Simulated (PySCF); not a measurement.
## Electronic structure of CH₈BN₃Si₂ (SMILES N#C[SiH2]N([SiH3])BN) in real space

Input

```
{"job": {"kind": "nmr", "xc": "revPBE", "basis": "pcSseg-1", "pop": false}, "charge": 0, "multiplicity": 1}
N      0.744232     2.490831     2.254419
C      0.119053     1.909107     1.490701
Si    -0.890635     0.964825     0.238087
N     -0.136713    -0.597241    -0.141907
Si    -0.869214    -2.142672     0.192695
B      1.098348    -0.327973    -0.721460
N      1.265828     1.138365    -0.869865
H     -1.288731     1.757923    -0.920311
H     -2.099118     0.568369     0.986769
H     -2.144018    -2.183163    -0.530937
H     -1.075517    -2.250492     1.638337
H      0.043604    -3.173747    -0.296404
H      1.891788    -1.133775    -1.030230
H      1.226104     1.466197    -1.826802
H      2.114991     1.513447    -0.463092
```

Command:

```sh
OMP_NUM_THREADS=1 python ens_run.py task.json out
```

Geometry: GFN2-xTB.

Computed with revPBE/pcSseg-1, SCF density, gas phase, non-relativistic in PySCF.

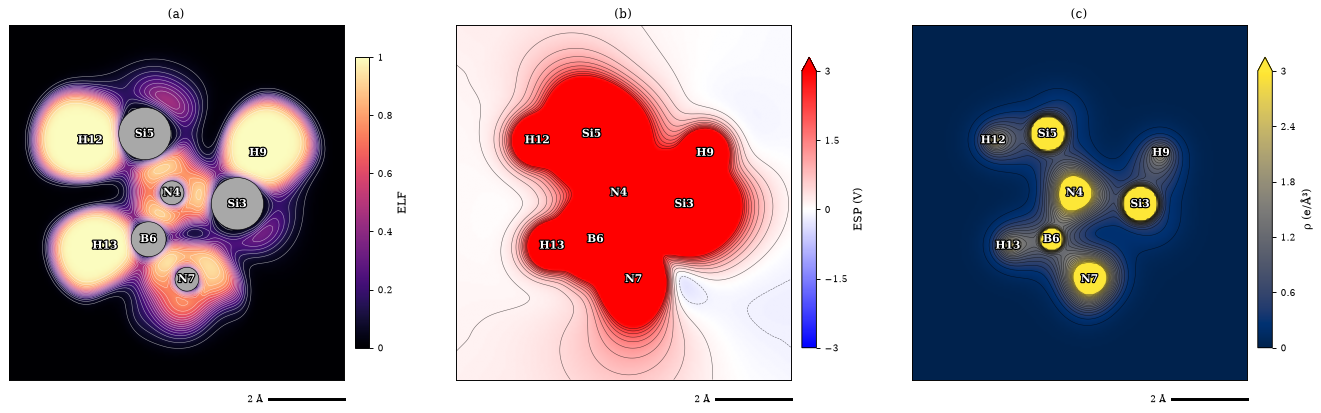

Figure 1. (a) electron localisation function; (b) electrostatic potential; (c) electron density on the plane of atoms Si3, N4 and Si5. Grey discs cover the atomic cores in the ELF map.

### What does the map show?

Atoms in the plane: Si, N, B and H.
B–N (1.39 Å): ρ is about 1.9 e/Å³ halfway; the ELF peaks at about 0.90 between the atoms, as expected for a polar covalent bond.
Si–N (1.74 Å): ρ is about 1 e/Å³ halfway; the ELF peaks at about 0.90 between the atoms (a shared but strongly polarised pair).
B–N (1.48 Å): ρ is about 1.7 e/Å³ halfway; the ELF peaks at about 0.95 between the atoms: a polar covalent bond.
B–H (1.17 Å): ρ is about 1.3 e/Å³ halfway; the ELF climbs to about 1 towards the hydrogen, as it does in any bond to H; an ordinary covalent bond to hydrogen.
Outside the dense part of the molecule the potential is most negative (−0.3 V) near N7.

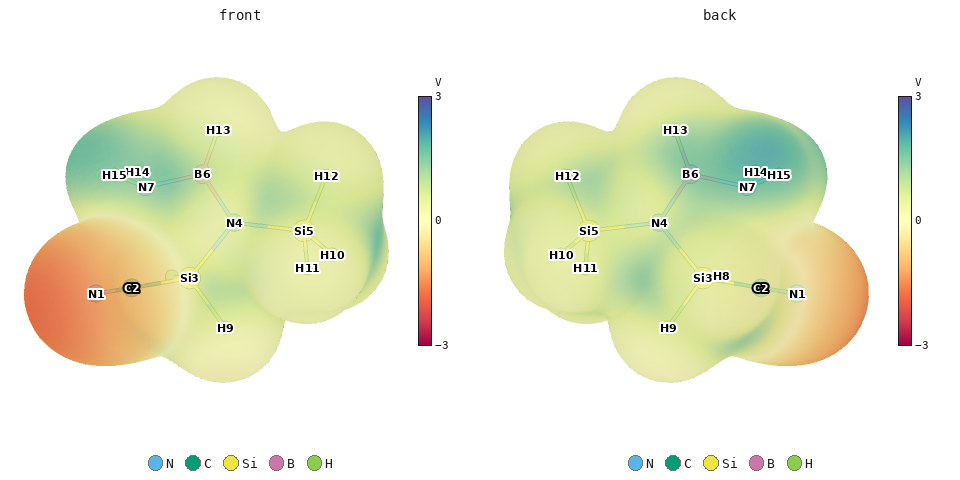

Figure 2. The molecular electrostatic potential painted on the density surface at 0.002 e/bohr³, seen from the front and from behind; red is negative and blue positive.

### Which sites attract a positive test charge, and which a negative one?

A positive charge is drawn to the negative regions and a negative charge to the positive ones. The most negative region (about −1.9 V) lies over N1, the most positive (about +2.0 V) over H14. N1 is the likeliest acceptor of a hydrogen bond.
